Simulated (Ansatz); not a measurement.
# wB97M-V/def2-SVP run of CH8Si2 (SMILES [SiH3]C[SiH3])

What is the energy change on altering one bond length of CH8Si2 at wB97M-V/def2-SVP? 

Program for the calculation: Ansatz 0.2.0.

56 further runs of the same task are left out: 56 set aside as unsound or not needed.

## 1. The system as given

The species is CH8Si2 (11 atoms), meant as a singlet with charge 0. As SMILES, `[SiH3]C[SiH3]`. Geometry: relaxed at PBE0-D4/def2-TZVP.

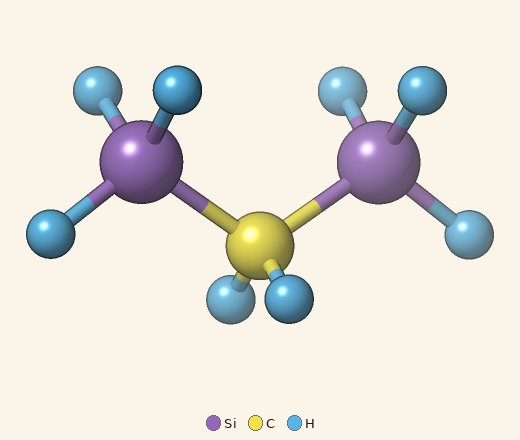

The structure, seen from a chosen angle (silicon purple, carbon yellow, hydrogen blue).

## 2. The energy at wB97M-V/def2-SVP

File input.yaml:

```yaml
crystal:
  periodic: [false, false, false]
  atoms:
    - {symbol: Si, position_ang: [-1.158980, 1.034720, -0.344660]}
    - {symbol: C, position_ang: [-0.286340, -0.621440, -0.365590]}
    - {symbol: Si, position_ang: [1.335180, -0.652340, 0.569590]}
    - {symbol: H, position_ang: [-2.435800, 0.976800, -1.106490]}
    - {symbol: H, position_ang: [-0.293510, 2.078920, -0.955560]}
    - {symbol: H, position_ang: [-1.463790, 1.436810, 1.054620]}
    - {symbol: H, position_ang: [-0.954100, -1.377620, 0.060730]}
    - {symbol: H, position_ang: [-0.099440, -0.908830, -1.405770]}
    - {symbol: H, position_ang: [1.110650, -0.304370, 1.998260]}
    - {symbol: H, position_ang: [2.282060, 0.336720, -0.011600]}
    - {symbol: H, position_ang: [1.964060, -1.999380, 0.506460]}
basis:
  gaussian: {orbitals: def2-SVP}
hamiltonian: {xc: {name: wB97M-V}}
accuracy: high
output: {orbitals: {seedname: orbitals}}
```

The run is started by

```console
$ ansatz run input.yaml --threads 1 --pin off --max-ram 3480MiB --events-out events.jsonl --progress --plain --runs-dir runs
```

Output:

```text
Warning: RAYON_NUM_THREADS=1 ignored (pool sized by the plan → 1); use --threads N
Functional definition: wB97M-V
  name "wB97M-V"
  parameter omega = 0.3/bohr
  parameter cx = 0.15
  parameter cx01 = 1.007
  parameter cx10 = 0.259
  parameter css00 = 0.443
  parameter css04 = -1.437
  parameter css10 = -4.535
  parameter css20 = -3.390
  parameter css43 = 4.278
  parameter cos00 = 1.000
  parameter cos10 = 1.358
  parameter cos20 = 2.924
  parameter cos21 = -8.812
  parameter cos60 = -1.390
  parameter cos61 = 9.142
  parameter b = 6.0
  parameter c = 0.01
  gx(w, u) = 1 - cx + cx01*u + cx10*w
  gss(w, u) = css00 + css04*u^4 + css10*w + css20*w^2 + css43*w^4*u^3
  gos(w, u) = cos00 + cos10*w + (cos20 + cos21*u)*w^2 + (cos60 + cos61*u)*w^6
  exchange = spin_sum(e_x_unif_sr(omega)*gx(b97_w, b97_u_x)) + cx*exact_x_sr(omega) + exact_x_lr(omega)
  correlation = spin_sum(e_c_pw_mod_same_spin*gss(b97_w, b97_u_same))
      + integral(e_c_pw_mod_opposite_spin*gos(b97_w_opposite, b97_u_opposite)) + vv10(b, c)
2074 factors; integrals over basis functions are off by at most 3.9e-9 eV
413 factors; integrals over basis functions are off by at most 2.2e-9 eV
mean field evaluation 1: about -16912.1767 eV, gradient 2.9e1 eV
mean field evaluation 2: about -16912.8652 eV, gradient 2.3e1 eV
mean field evaluation 4: about -16914.1979 eV, gradient 2.5e-1 eV
mean field evaluation 8: about -16914.3008 eV, gradient 1.4e-2 eV
mean field evaluation 16: about -16914.3008 eV, gradient 2.5e-7 eV
mean field -16914.30076260 eV, -621.5890881006 hartree, gradient 5.1e-8 eV, S^2 0.000000; 0 other end points of the search recorded, 0 dependent functions left out
reference -16914.30076761 eV, -621.5890882847 hartree; 21, 21 occupied and 69, 69 virtual orbitals, 2074 factors
Total energy: -16914.30076761 eV, -621.5890882847 hartree
```

Wall time 21 s (1 thread of AMD EPYC 9R45 (Zen 5), shared host); peak memory 0.63 GiB.

## 3. The distorted shape at the same level

File run.yaml:

```yaml
crystal:
  periodic: [false, false, false]
  atoms:
    - symbol: Si
      position_ang: [-0.793215, 0.552222, -2.023762]
    - symbol: C
      position_ang: [0.079425, -1.103938, -2.044692]
    - symbol: Si
      position_ang: [1.700945, -1.134838, -1.109512]
    - symbol: H
      position_ang: [-2.070035, 0.494302, -2.785592]
    - symbol: H
      position_ang: [0.072255, 1.596422, -2.634662]
    - symbol: H
      position_ang: [-1.463790, 1.436810, 1.054620]
    - symbol: H
      position_ang: [-0.588335, -1.860118, -1.618372]
    - symbol: H
      position_ang: [0.266325, -1.391328, -3.084872]
    - symbol: H
      position_ang: [1.476415, -0.786868, 0.319158]
    - symbol: H
      position_ang: [2.647825, -0.145778, -1.690702]
    - symbol: H
      position_ang: [2.329825, -2.481878, -1.172642]
basis:
  gaussian: {orbitals: def2-SVP}
hamiltonian: {xc: {name: wB97M-V}}
accuracy: high
output: {orbitals: {seedname: orbitals}}
```

The run is started by

```console
$ ansatz run run.yaml --threads 1 --pin off --max-ram 3480MiB --events-out events.jsonl --progress --plain --runs-dir runs
```

Output:

```text
Warning: RAYON_NUM_THREADS=1 ignored (pool sized by the plan → 1); use --threads N
Functional definition: wB97M-V
  name "wB97M-V"
  parameter omega = 0.3/bohr
  parameter cx = 0.15
  parameter cx01 = 1.007
  parameter cx10 = 0.259
  parameter css00 = 0.443
  parameter css04 = -1.437
  parameter css10 = -4.535
  parameter css20 = -3.390
  parameter css43 = 4.278
  parameter cos00 = 1.000
  parameter cos10 = 1.358
  parameter cos20 = 2.924
  parameter cos21 = -8.812
  parameter cos60 = -1.390
  parameter cos61 = 9.142
  parameter b = 6.0
  parameter c = 0.01
  gx(w, u) = 1 - cx + cx01*u + cx10*w
  gss(w, u) = css00 + css04*u^4 + css10*w + css20*w^2 + css43*w^4*u^3
  gos(w, u) = cos00 + cos10*w + (cos20 + cos21*u)*w^2 + (cos60 + cos61*u)*w^6
  exchange = spin_sum(e_x_unif_sr(omega)*gx(b97_w, b97_u_x)) + cx*exact_x_sr(omega) + exact_x_lr(omega)
  correlation = spin_sum(e_c_pw_mod_same_spin*gss(b97_w, b97_u_same))
      + integral(e_c_pw_mod_opposite_spin*gos(b97_w_opposite, b97_u_opposite)) + vv10(b, c)
2028 factors; integrals over basis functions are off by at most 3.7e-9 eV
429 factors; integrals over basis functions are off by at most 2.1e-9 eV
mean field evaluation 1: about -16906.8932 eV, gradient 3.0e1 eV
mean field evaluation 2: about -16907.7290 eV, gradient 2.4e1 eV
mean field evaluation 4: about -16909.4486 eV, gradient 1.0e0 eV
mean field evaluation 8: about -16909.5464 eV, gradient 2.2e-2 eV
mean field evaluation 16: about -16909.5464 eV, gradient 2.3e-5 eV
mean field -16909.54640137 eV, -621.4143685483 hartree, gradient 5.6e-8 eV, S^2 0.000000; 0 other end points of the search recorded, 0 dependent functions left out
reference -16909.54640676 eV, -621.4143687462 hartree; 21, 21 occupied and 69, 69 virtual orbitals, 2028 factors
Total energy: -16909.54640676 eV, -621.4143687462 hartree
```

It took 23 s on 1 thread of AMD EPYC 9R45 (Zen 5), shared host; peak memory 0.62 GiB.

## 4. Summary of results

Level: wB97M-V/def2-SVP.

| quantity | value |
| --- | --- |
| first shape: total energy | -621.58909 Eh |
| first shape: HOMO energy | -10.96 eV |
| first shape: LUMO energy | 2.51 eV |
| first shape: HOMO–LUMO gap | 13.46 eV |
| distorted shape: total energy | -621.41437 Eh |
| distorted shape: HOMO energy | -7.92 eV |
| distorted shape: LUMO energy | -1.69 eV |
| distorted shape: HOMO–LUMO gap | 6.23 eV |
| energy change with the Si1–H6 bond stretched from 1.487 to 3.272 Å | 4.754 eV |

In words: With the Si1–H6 bond stretched from 1.487 to 3.272 Å the energy rises by 4.75 eV (110 kcal/mol). The first shape isn't relaxed at this level, so the change isn't measured from a minimum. A restricted reference can't describe the breaking bond well at this length.
